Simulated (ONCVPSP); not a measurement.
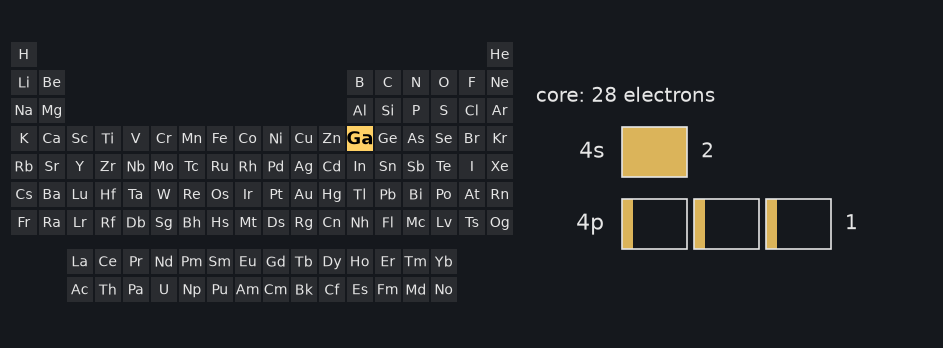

Fig. 1: Left, the place of gallium in the periodic table; right, the valence shells of the reference configuration: a box for each of the 2l + 1 orbitals, shaded by the share of the shell that is filled, with the electron count at the right.

**Run report: Ga, pseudopotential generation**

System: gallium (Ga, Z = 31), core [Ar] 3d10, reference valence 4s2 4p1, valence charge 3.
Method: ONCV potential, revPBE, non-relativistic, made with ONCVPSP 4.0.1.

Input:
```
# ATOM AND REFERENCE CONFIGURATION
# atsym  z   nc   nv     iexc    psfile
  Ga 31.00    6    2  -102130      upf
#
#   n    l    f
    1    0    2.00
    2    0    2.00
    2    1    6.00
    3    0    2.00
    3    1    6.00
    3    2   10.00
    4    0    2.00
    4    1    1.00
#
# PSEUDOPOTENTIAL AND OPTIMIZATION
# lmax
    1
#
#   l,   rc,      ep,       ncon, nbas, qcut
    0    1.55    0.00    4    8    3.50
    1    2.75    0.00    3    7    3.50
#
# LOCAL POTENTIAL
# lloc, lpopt,  rc(5),   dvloc0
    4    5    1.15    0.00
#
# VANDERBILT-KLEINMAN-BYLANDER PROJECTORs
# l, nproj, debl
    0    1    3.50
    1    2    1.80
#
# MODEL CORE CHARGE
# icmod, fcfact, rcfact
    3    1.75    1.00
#
# LOG DERIVATIVE ANALYSIS
# epsh1, epsh2, depsh
   -2.00    5.00    0.02
#
# OUTPUT GRID
# rlmax, drl
    6.00    0.01
#
# TEST CONFIGURATIONS
# ncnf
    4
# nvcnf
#   n    l    f
    2
    4    0    2.00
    4    1    0.00
#
    2
    4    0    1.00
    4    1    0.00
#
    2
    4    0    2.00
    4    1    0.50
#
    2
    4    0    1.00
    4    1    1.00
#
```

The log's header says scalar-relativistic, as this program prints it for non-relativistic runs too.

Hardware: 1 CPU thread, shared host.

Run as:
```bash
oncvpspnr.x < Ga.dat > Ga.out
```

The program's output (extracts):
```
ONCVPSP  (Optimized Norm-Conservinng Vanderbilt PSeudopotential)
scalar-relativistic version 4.0.1

#   n    l    f        energy (Ha)
    1    0    2.00    -3.7088524E+02
    2    0    2.00    -4.5283259E+01
    2    1    6.00    -4.0112347E+01
    3    0    2.00    -5.2685404E+00
    3    1    6.00    -3.5916697E+00
    3    2   10.00    -7.2497761E-01
    4    0    2.00    -3.1770440E-01
    4    1    1.00    -9.4381688E-02

Reference configufation results
  iterations    30
  all-electron total energy (Ha)   -1.92471546D+03

Begin loop to  construct optimized pseudo wave functions
and semi-local pseudopoentials for all angular momenta

Calculating optimized projector #   1

 for l=   0

    Fraction of norm inside rc  0.168707
    Optimizing pswf for qcut=   3.51 a_B^-1,  ecut=   6.17 Ha
    Residual kinetic energy error=  1.90D-03 Ha

    Energy error per electron        Cutoff
         Ha          eV             Ha
         0.01000     0.27211        4.40
         0.00100     0.02721        7.24
         0.00010     0.00272       25.97
         0.00001     0.00027       66.70

   Wellstate for l =  1  n =  6
     eigenvalue =   1.7056
     asymptotic potential =   2.2056
     half-point radius =  4.6848

Calculating optimized projector #   1

 for l=   1

    Fraction of norm inside rc  0.386294
    Optimizing pswf for qcut=   3.50 a_B^-1,  ecut=   6.12 Ha
    Residual kinetic energy error=  4.24D-06 Ha

    Energy error per electron        Cutoff
         Ha          eV             Ha
         0.01000     0.27211        1.29
         0.00100     0.02721        2.09
         0.00010     0.00272        2.80
         0.00001     0.00027        5.29

Calculating optimized projector #   2

 for l=   1

    Fraction of norm inside rc  0.213928
    Optimizing pswf for qcut=   3.50 a_B^-1,  ecut=   6.12 Ha
    Residual kinetic energy error=  3.29D-04 Ha

    Energy error per electron        Cutoff
         Ha          eV             Ha
         0.01000     0.27211        3.80
         0.00100     0.02721        5.45
         0.00010     0.00272        7.88
         0.00001     0.00027       28.64

Construct Vanderbilt / Kleinmman-Bylander projectors

B matrix Hermiticity error, ll=   1
   1   2   -3.8263E-08

  Orthonormal projector coefficients  4.0238E+00  2.9107E-01

Model core correction analysis
  based on d2Exc/dn_idn_j

d2excae - all-electron derivatives

   -3.429289D-02   -2.575030D-02
   -2.574769D-02   -2.897162D-02

d2excps - pseudofunction derivatives with no core correction

   -4.270262D-02   -2.806368D-02
   -2.806344D-02   -2.960512D-02

rms 2nd derivative error    4.523254E-03

rmatch, rhocmatch    1.7374    0.3864

Teter function model core charge with specified parameters

d2excps - pseudofunction derivatives with core correction

   -4.069453D-02   -2.738429D-02
   -2.738346D-02   -2.943801D-02

rms 2nd derivative error    3.411162E-03

Pseudoatom total energy   -2.065202

Diagnostic tests using Vanderbilt-Kleinman-Bylander pseudopotentials
  1 or more projectors used as specified by nproj input data

   l    rcore       rmatch      e in        delta e   norm test  slope test

   0   1.5507269   1.5978104  -0.3177044  -0.0000000   1.0000000   1.0000001

   1   2.7538576   2.8374707  -0.0943817   0.0000048   1.0000143   1.0002165
   1   2.7538576   2.8374707   1.7056183   0.0000541   0.9999709   0.9999709

 Testing for bound ghosts
   n   l    E NL Schr. Eq   E Basis Diag.   E Cutoff

       0                       -1.462979     77.16  WARNING - GHOST(-)
   1   0       -0.317704       -0.290460     77.16

   2   1       -0.094377       -0.090218     29.15

 Testing for highly-localized positive-energy ghosts
       l    <radius>/rc     E Basis Diag.   E Cutoff

       1        0.891777        3.642598     29.15  WARNING - GHOST(+)

Test configuration 0

   n   l     f        eae           eps        diff
   1   0  2.0000 -370.88523622
   2   0  2.0000  -45.28325948
   2   1  6.0000  -40.11234734
   3   0  2.0000   -5.26854035
   3   1  6.0000   -3.59166971
   3   2 10.0000   -0.72497761
   4   0  2.0000   -0.31770440   -0.31770442   -2.15D-08
   4   1  1.0000   -0.09438169   -0.09437686    4.83D-06

    Total energies and differences
      AE_ref= -1.92471546D+03  AE_tst= -1.92471546D+03  dif=  0.00D+00
      PS_ref= -2.06520239D+00  PS_tst= -2.06520239D+00  dif=  8.88D-16
      PSP excitation error= -8.88D-16

Test configuration 1

   n   l     f        eae           eps        diff
   1   0  2.0000 -371.19035296
   2   0  2.0000  -45.58576793
   2   1  6.0000  -40.41518912
   3   0  2.0000   -5.57132511
   3   1  6.0000   -3.89456951
   3   2 10.0000   -1.02734898
   4   0  2.0000   -0.58551149   -0.58703988   -1.53D-03

    Total energies and differences
      AE_ref= -1.92471546D+03  AE_tst= -1.92450750D+03  dif=  2.08D-01
      PS_ref= -2.06520239D+00  PS_tst= -1.85726658D+00  dif=  2.08D-01
      PSP excitation error=  2.00D-05

Test configuration 2

   n   l     f        eae           eps        diff
   1   0  2.0000 -371.63353815
   2   0  2.0000  -46.01943584
   2   1  6.0000  -40.84968201
   3   0  2.0000   -6.00881320
   3   1  6.0000   -4.33199463
   3   2 10.0000   -1.46067597
   4   0  1.0000   -0.93462610   -0.93411908    5.07D-04

    Total energies and differences
      AE_ref= -1.92471546D+03  AE_tst= -1.92374986D+03  dif=  9.66D-01
      PS_ref= -2.06520239D+00  PS_tst= -1.09787077D+00  dif=  9.67D-01
      PSP excitation error= -1.73D-03

Test configuration 3

   n   l     f        eae           eps        diff
   1   0  2.0000 -371.02648729
   2   0  2.0000  -45.42365040
   2   1  6.0000  -40.25285440
   3   0  2.0000   -5.40899952
   3   1  6.0000   -3.73217916
   3   2 10.0000   -0.86536159
   4   0  2.0000   -0.44417737   -0.44476334   -5.86D-04
   4   1  0.5000   -0.20556743   -0.20554739    2.00D-05

    Total energies and differences
      AE_ref= -1.92471546D+03  AE_tst= -1.92464118D+03  dif=  7.43D-02
      PS_ref= -2.06520239D+00  PS_tst= -1.99092909D+00  dif=  7.43D-02
      PSP excitation error=  1.12D-05

Test configuration 4

   n   l     f        eae           eps        diff
   1   0  2.0000 -371.25686393
   2   0  2.0000  -45.64915956
   2   1  6.0000  -40.47868280
   3   0  2.0000   -5.63771793
   3   1  6.0000   -3.96084261
   3   2 10.0000   -1.09157921
   4   0  1.0000   -0.62296210   -0.62401835   -1.06D-03
   4   1  1.0000   -0.36149181   -0.36315817   -1.67D-03

    Total energies and differences
      AE_ref= -1.92471546D+03  AE_tst= -1.92424946D+03  dif=  4.66D-01
      PS_ref= -2.06520239D+00  PS_tst= -1.59861902D+00  dif=  4.67D-01
      PSP excitation error= -5.86D-04
```

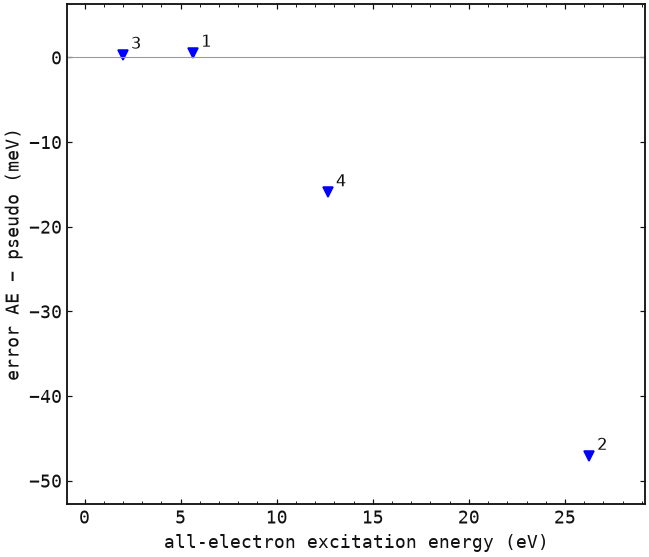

Fig. 2: Errors, all-electron minus pseudo, of the energies of valence configurations relative to the unpolarised reference 4s2 4p1. Points: 1 = 4s2 4p0; 2 = 4s1 4p0; 3 = 4s2 4p0.5; 4 = 4s1 4p1.

- Worst configuration: 4s1 4p0 (charge +2): the error is -47 meV on an all-electron energy of +26.28 eV relative to the reference, or 0.18 %.
- Errors in meV: 4s2 4p0: +0.5; 4s1 4p0: -47; 4s2 4p0.5: +0.3; 4s1 4p1: -16.
- Configurations within 10 meV and within 50 meV: 2 and 4 of 4. The potential isn't sound: its ghost test gives GHOST(-) flagged for s at -39.8 eV; GHOST(+) flagged for p at 99.1 eV.

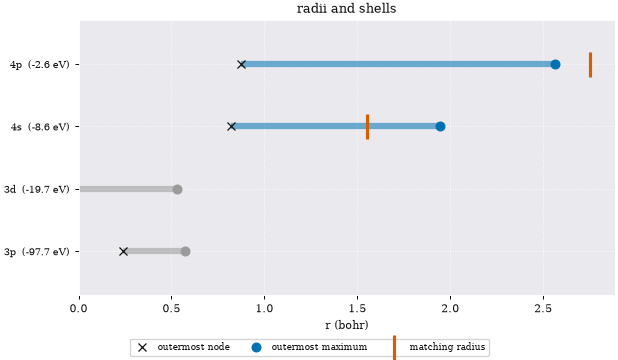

Fig. 3: Outer shells of the all-electron reference atom: each bar runs from the outermost node (or the nucleus) to the outermost maximum of u(r); the tick is the radius chosen for the pseudo-wave. Shells without a tick have no pseudo-wave of their own. Levels, nodes and maxima are from ld1.x, non-relativistic.

- Radii against the shells: 4s: 1.55 bohr, between node and maximum; 4p: 2.75 bohr, outside the maximum.

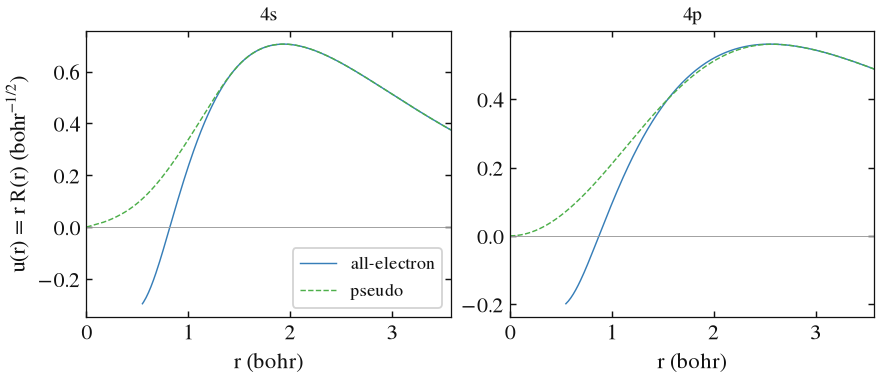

Fig. 4: Partial waves u(r) = r R(r), all-electron (solid) and pseudo (dashed). The innermost oscillations of some all-electron curves aren't drawn. Reference configuration 4s2 4p1.

- Matching radii: 4s at 1.55 bohr; 4p at 2.75 bohr. The curves merge smoothly, so the plot gives these only roughly.
- Nodes of the pseudo-waves: 4s has no node; 4p has no node.
- Cutoffs needed: 7.2 Ha (loose) and 26 Ha (tight), as the cutoffs at which the residual kinetic energy of the hardest occupied pseudo-wave falls to 1 and 0.1 mHa per electron.

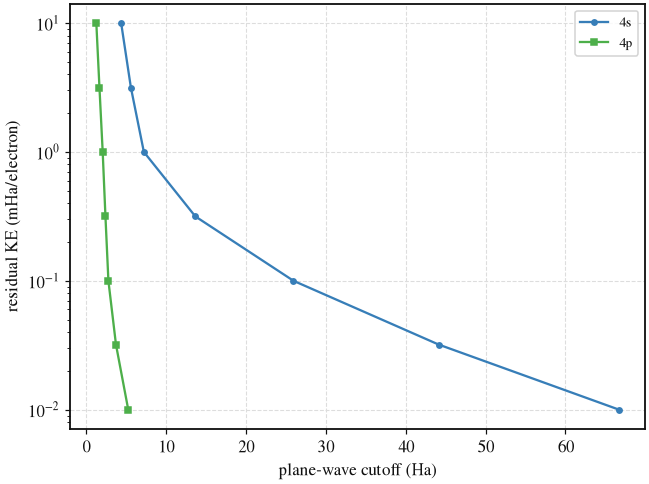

Fig. 5: Residual kinetic energy of the pseudo-waves (the first of each channel, and further valence shells) beyond the plane-wave cutoff, as the generator prints it.

- Hardest wave at 1 mHa per electron: 4s, with rc = 1.55 bohr and qcut = 3.5 1/bohr. The optimisation minimises, but can't always remove, the kinetic energy above qcut²/2 = 6.1 Ha, and a larger rc would as a rule soften the wave at some cost in transferability.
- Cutoffs for 1 mHa per electron: 4s: 7.2 Ha; 4p: 2.1 Ha.
- Cutoffs for the occupied states: 7.2 Ha for 1 mHa and 26 Ha for 0.1 mHa per electron. The first is set by 4s.

Summary:

- outcome: generated, with a ghost state
- cutoffs needed: 7.2 Ha and 26 Ha (the cutoffs at which the residual kinetic energy of the hardest occupied pseudo-wave falls to 1 and 0.1 mHa per electron)
- ghost test: GHOST(-) flagged for s at -39.8 eV; GHOST(+) flagged for p at 99.1 eV
- largest excitation error: -47 meV (all-electron minus pseudo) for 4s1 4p0, out of 4 test configurations
- rms error of d²Exc/dni dnj: 4.52 mHa without and 3.41 mHa with the model core
- range over which the phases arctan(r R′/R) at the test radius agree within 0.05 rad (a looser test near the poles than one of phase shifts): s: between about -1.1 and 4.5 Ha; p: up to about 3.4 Ha; d: not judged, local potential alone; f: not judged, local potential alone
- wall time: 2.3 s

Remarks:

The potential has a bound ghost state, so it can't be used as it stands. The scattering phases part by more than π/2 and stay apart in p from about 3.8 Ha: a level there is either far displaced or one that only the pseudo-atom has.
